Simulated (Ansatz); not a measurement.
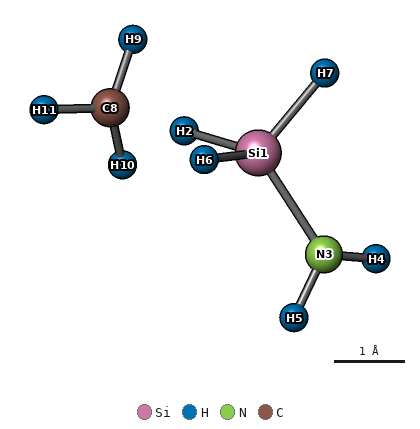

The input geometry (ball-and-stick view, seen at a tilt; atoms are numbered from 1 in the order of the input). Bond lengths as drawn: C–H 1.08 Å, H–N 1.01 Å, H–Si 1.49 to 1.62 Å and N–Si 1.74 Å.

Frequency calculation of CH$_{8}$NSi

The run: frequency calculation of CH$_{8}$NSi, multiplicity 2. Method and program: UKS B3LYP/def2-mTZVP (Ansatz 0.2.0).

It belongs to a series of runs on one base structure; here: vibrations at the highest image of the band. Figures and captions count atoms from 1; the log counts them from 0 in places.

## Input file
```yaml
crystal:
  periodic: [false, false, false]
  atoms:
    - { symbol: Si, position_ang: [0.067099, 6.1e-05, 0.004245] }
    - { symbol: H, position_ang: [0.0364, -0.000168, 1.628274] }
    - { symbol: "N", position_ang: [1.629506, 0.000339, -0.75173] }
    - { symbol: H, position_ang: [2.205239, -0.830589, -0.73844] }
    - { symbol: H, position_ang: [2.205529, 0.831048, -0.737422] }
    - { symbol: H, position_ang: [-0.649971, 1.220459, -0.451925] }
    - { symbol: H, position_ang: [-0.649597, -1.220362, -0.452431] }
    - { symbol: C, position_ang: [-0.013631, -0.000218, 3.245045] }
    - { symbol: H, position_ang: [-0.593178, -0.890887, 3.456302] }
    - { symbol: H, position_ang: [1.038809, -0.052171, 3.497386] }
    - { symbol: H, position_ang: [-0.503207, 0.94239, 3.458598] }
magnetization:
  spin_polarized: true
  initial_magnetization: 1
basis:
  gaussian: { orbitals: def2-mTZVP }
hamiltonian:
  xc: b3lyp
phonons: {}
```

Launch command:
```bash
ansatz run input.yaml --threads 2 --pin off --max-ram 3072MiB --backend cpu --events-out ev --progress --plain --runs-dir out
```

## Output
```
Engine: ansatz 0.2.0, x86_64-unknown-linux-gnu
Functional definition: B3LYP
  parameter a0 = 0.2
  parameter ax = 0.72
  parameter ac = 0.81
  exchange = (1 - a0 - ax)*slater_x + ax*b88_x + a0*exact_x
  correlation = (1 - ac)*vwn_rpa_c + ac*lyp_c
858 factors; integrals over basis functions are off by at most 6.0e-4 eV
mean field evaluation 1: about -10522.9049 eV, gradient 5.4e1 eV
mean field evaluation 2: about -10506.2539 eV, gradient 7.5e1 eV
mean field evaluation 4: about -10534.6518 eV, gradient 6.2e0 eV
mean field evaluation 8: about -10534.8746 eV, gradient 9.4e-2 eV
mean field evaluation 16: about -10534.8747 eV, gradient 8.2e-5 eV
mean field -10534.87470722 eV, -387.1495046957 hartree, gradient 8.2e-5 eV, S^2 0.756620; 0 other end points of the search recorded, 0 dependent functions left out
the calculation of the forces begins
reference -10534.87499688 eV, -387.1495153405 hartree; 18, 17 occupied and 66, 67 virtual orbitals, 858 factors
these checks for a lower state are left out or cut short: stability, starts, cluster_reference, orbital_swaps, neighbouring_geometries, increment
858 factors; integrals over basis functions are off by at most 6.0e-4 eV
mean field -10534.87459952 eV, -387.1495007378 hartree, gradient 2.1e-6 eV, S^2 0.756620; 0 other end points of the search recorded, 0 dependent functions left out
[... from here on the field's lines of each further geometry are left out, up to the last ...]
the calculation of the forces begins
reference -10534.87498808 eV, -387.1495150173 hartree; 18, 17 occupied and 66, 67 virtual orbitals, 858 factors
these checks for a lower state are left out or cut short: stability, starts, cluster_reference, orbital_swaps, neighbouring_geometries, increment
858 factors; integrals over basis functions are off by at most 6.0e-4 eV
mean field -10534.87469835 eV, -387.1495043697 hartree, gradient 1.5e-6 eV, S^2 0.756620; 0 other end points of the search recorded, 0 dependent functions left out
the calculation of the forces begins
reference -10534.87498796 eV, -387.1495150129 hartree; 18, 17 occupied and 66, 67 virtual orbitals, 858 factors
WARN: phonons: modes at or below zero, which the zero-point energy, F, S and C_V leave out: 2, the lowest at -994.61 cm⁻¹. A minimum has none, and a first-order saddle one
Total energy: -10534.87499688 eV, -387.1495153405 hartree
Atom 0 at     0.067099     0.000061     0.004245 Å, force    -0.000099     0.000020    -0.000009 eV/Å
Atom 1 at     0.036400    -0.000168     1.628274 Å, force    -0.000025     0.000002     0.000014 eV/Å
Atom 2 at     1.629506     0.000339    -0.751730 Å, force     0.000395    -0.000061     0.000203 eV/Å
Atom 3 at     2.205239    -0.830589    -0.738440 Å, force    -0.000171    -0.000011    -0.000107 eV/Å
Atom 4 at     2.205529     0.831048    -0.737422 Å, force    -0.000229     0.000084    -0.000096 eV/Å
Atom 5 at    -0.649971     1.220459    -0.451925 Å, force     0.000035    -0.000063    -0.000012 eV/Å
Atom 6 at    -0.649597    -1.220362    -0.452431 Å, force     0.000060     0.000028    -0.000003 eV/Å
Atom 7 at    -0.013631    -0.000218     3.245045 Å, force     0.000202     0.000094    -0.000160 eV/Å
Atom 8 at    -0.593178    -0.890887     3.456302 Å, force    -0.000104     0.000094     0.000029 eV/Å
Atom 9 at     1.038809    -0.052171     3.497386 Å, force    -0.000001    -0.000110     0.000117 eV/Å
Atom 10 at    -0.503207     0.942390     3.458598 Å, force    -0.000063    -0.000077     0.000025 eV/Å
Dipole moment:     0.289854    -0.000111     0.043681 e Å
Vibrations: -994.61 -17.73 80.35 154.82 212.16 388.29 427.61 476.18 492.68 670.51 798.81 831.72 915.99 934.13 1053.85 1087.75 1090.24 1438.08 1438.51 1636.42 2192.83 2207.03 3077.47 3220.89 3221.98 3554.57 3640.23 cm⁻¹, zero-point energy 2.184796 eV
```

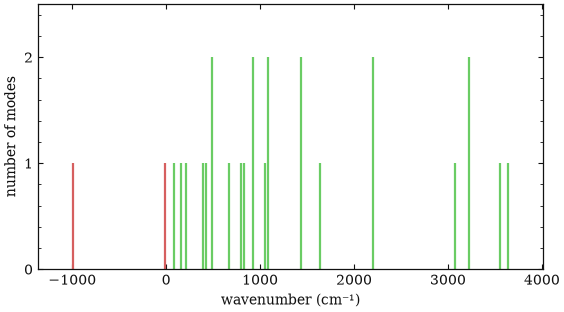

Harmonic vibrational wavenumbers from the force constants; neighbouring modes closer than 21 cm⁻¹ are counted in one stick, and imaginary ones are drawn at negative wavenumbers. 27 modes from 995i to 3640 cm⁻¹, 2 imaginary beyond 8i (995i, 18i cm⁻¹): not a minimum.

## Summary

- outcome: converged
- total energy: −10534.8750 eV
- mean-field energy: −10534.8750 eV
- ⟨S²⟩: 0.757
- largest force (length of the vector): under 0.001 eV/Å
- hardware: 2 threads of AMD EPYC (Zen 3), 192 GiB of memory available, shared host
- wall time: 81 s (CPU time 2.6 min)
- peak memory: 0.21 GiB
